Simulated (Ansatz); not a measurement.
A series of calculations on CHBSe

## 1. Relaxation

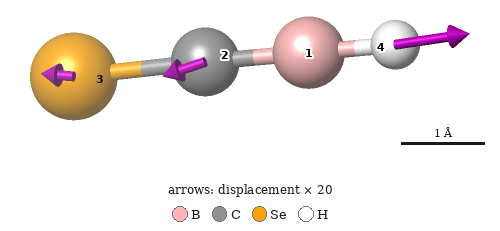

A relaxation of CHBSe. The starting structure is drawn; purple arrows show the displacements, magnified 20 times. The two geometries are superimposed by the best rigid fit.

A ball-and-stick model, seen at a tilt.

The run prepares an end point of a later path (hydrogen shift) calculation, from a guessed geometry.

These are results of RKS PBE/def2-SVP in Ansatz 0.2.0, not measurements.

Input
```yaml
crystal:
  periodic: [false, false, false]
  atoms:
    - { symbol: B, position_ang: [-0.31345, 0.67555, -0.36995] }
    - { symbol: C, position_ang: [0.19554, -0.43193, 0.24962] }
    - { symbol: Se, position_ang: [0.85716, -1.84628, 1.00617] }
    - { symbol: H, position_ang: [-0.73926, 1.60266, -0.88584] }
basis:
  gaussian: { orbitals: def2-SVP }
hamiltonian:
  xc: pbe
relax:
  f_tol: 0.02
  max_steps: 50
output:
  orbitals: {}
```

Command:
```bash
ansatz run input.yaml --threads 1 --pin off --max-ram 2048MiB --backend cpu --events-out ev --progress --plain --runs-dir out
```

**Atoms of which element are displaced furthest, and by how much?**

Hydrogen: up to 0.049 Å, against 0.029 Å for carbon.

**What happened in the run?**

After 3 geometry steps the energy has fallen by 5.21 kJ/mol. The largest force component goes from 1.4 to 0.015 eV/Å. The largest move after the best rigid fit is that of H4, 0.049 Å. By element the largest moves are H 0.049 Å, C 0.029 Å, Se 0.022 Å, B 0.001 Å. Some distances before and after: B1–H4 1.143 → 1.192 Å, B1–C2 1.367 → 1.397 Å, C2–Se3 1.735 → 1.729 Å. The run took 33 s on 1 thread of Intel(R) Xeon(R) Platinum 8488C (Sapphire Rapids), on a shared host, peak memory 0.15 GiB.

## 2. Relaxation

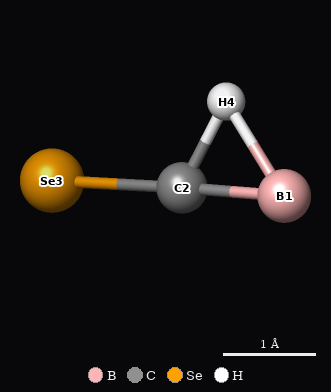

CHBSe, before the relaxation. A ball-and-stick model, seen at a tilt.

The run prepares an end point of a later path (hydrogen shift) calculation, from a guessed geometry.

Computed with RKS PBE/def2-SVP (Ansatz).

Input file:
```yaml
crystal:
  periodic: [false, false, false]
  atoms:
    - { symbol: B, position_ang: [-0.31345, 0.67555, -0.36995] }
    - { symbol: C, position_ang: [0.19554, -0.43193, 0.24962] }
    - { symbol: Se, position_ang: [0.85716, -1.84628, 1.00617] }
    - { symbol: H, position_ang: [-0.42891, 0.2167, 0.86398] }
basis:
  gaussian: { orbitals: def2-SVP }
hamiltonian:
  xc: pbe
relax:
  f_tol: 0.02
  max_steps: 50
output:
  orbitals: {}
```

Command:
```bash
ansatz run input.yaml --threads 1 --pin off --max-ram 2048MiB --backend cpu --events-out ev --progress --plain --runs-dir out
```

Question: What does the optimiser find from here?

Answer: The energy falls by 38.5 kcal/mol in 13 accepted moves (15 points after the start). Largest force component: 4.4 eV/Å at the start, 0.017 eV/Å at the end. The line search rejected the trial steps at points 12, 14 of the run. The atom that moves furthest after the best rigid fit is B1 (1.02 Å). Largest moves by element: B 1.02 Å, H 0.69 Å, C 0.62 Å, Se 0.59 Å. Among the contacts that change: B1–H4 1.322 → 2.536 Å, B1–Se3 3.102 → 2.124 Å, B1–C2 1.367 → 1.501 Å, C2–Se3 1.735 → 1.839 Å. Bond angles that change, for instance: B1–C2–Se3 178.9° → 78.2°, B1–C2–H4 63.9° → 153.9°, Se3–C2–H4 117.2° → 127.6°. Cost: 18 s on 1 thread of Intel(R) Xeon(R) Platinum 8488C (Sapphire Rapids), on a shared host, peak memory 0.15 GiB.

Step by step:

```tsv
step	E − E(0), kcal/mol	largest force component, eV/Å	note
0	0.00	4.4215	
1	-11.10	2.4868	
2	-17.81	0.5893	
3	-19.02	0.5133	
4	-20.37	0.6193	
5	-22.09	0.9593	
6	-26.33	1.0170	
7	-30.00	1.1506	
8	-33.51	0.7896	
9	-37.43	0.9717	
10	-38.13	0.5182	
11	-38.46	0.2448	
12	-38.42	0.3642	rejected
13	-38.54	0.0375	
14	-38.54	0.0712	rejected
15	-38.55	0.0167
```

The structure at the end:

```xyz
4

B     0.2970   -0.0052   -0.8199
C    -0.1795   -0.0902    0.6010
Se    0.8831   -1.5858    0.4722
H    -0.6903    0.2952    1.4965
```

The end point in the same view:

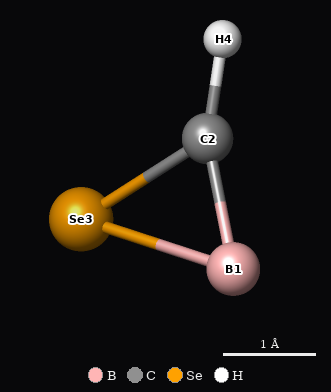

## 3. Path

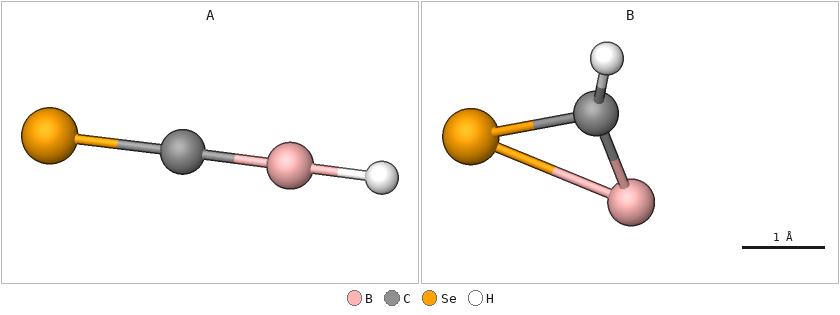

The two relaxed end points of a path for CHBSe. A ball-and-stick model, seen at a tilt.

The calculation used RKS PBE/def2-SVP (Ansatz 0.2.0).

Settings: 9 movable images; climbing image; force threshold 0.05 eV/Å; iteration limit 60.

Start:
```xyz
4

B    -0.3140    0.6764   -0.3702
C     0.2092   -0.4566    0.2568
Se    0.8636   -1.8631    1.0192
H    -0.7588    1.6433   -0.9059
```

End:
```xyz
4

B    -0.7908    0.1235    1.0512
C    -0.0544    0.3104   -0.2434
Se    0.7170   -1.2270    0.4078
H     0.1281    0.7931   -1.2155
```

### What barrier does the band find between them, and by what path?

Forward barrier 167.9 kJ/mol, backward barrier 85.4 kJ/mol, with image 5 at the top; the reaction energy is +82.4 kJ/mol. A hydrogen atom shifts from one atom to another. Breaking: B1–H4 (1.19 → 1.39 at the top → 2.54 Å). Forming: C2–H4 (2.59 → 1.39 at the top → 1.10 Å). The band converged in 12 iterations. The largest component of the band force went from 34 to 0.011 eV/Å. The climbing image converged on the top of the path. Its vibrational analysis gives one imaginary mode (788i cm⁻¹), as a transition state must have.

Energies of the converged images:

```json
{"image": "0", "path (Å)": "0.00", "E (kJ/mol)": "0.0"}
{"image": "1", "path (Å)": "0.38", "E (kJ/mol)": "11.0"}
{"image": "2", "path (Å)": "0.76", "E (kJ/mol)": "39.9"}
{"image": "3", "path (Å)": "1.14", "E (kJ/mol)": "82.9"}
{"image": "4", "path (Å)": "1.52", "E (kJ/mol)": "135.4"}
{"image": "5", "path (Å)": "1.90", "E (kJ/mol)": "167.9"}
{"image": "6", "path (Å)": "2.23", "E (kJ/mol)": "156.5"}
{"image": "7", "path (Å)": "2.55", "E (kJ/mol)": "142.7"}
{"image": "8", "path (Å)": "2.88", "E (kJ/mol)": "122.6"}
{"image": "9", "path (Å)": "3.20", "E (kJ/mol)": "96.8"}
{"image": "10", "path (Å)": "3.53", "E (kJ/mol)": "82.4"}
```

The geometry at the top of the path:

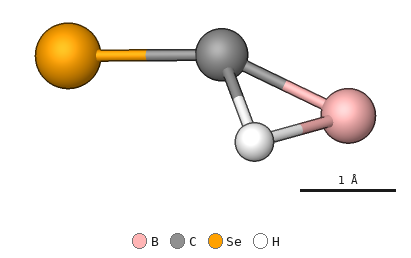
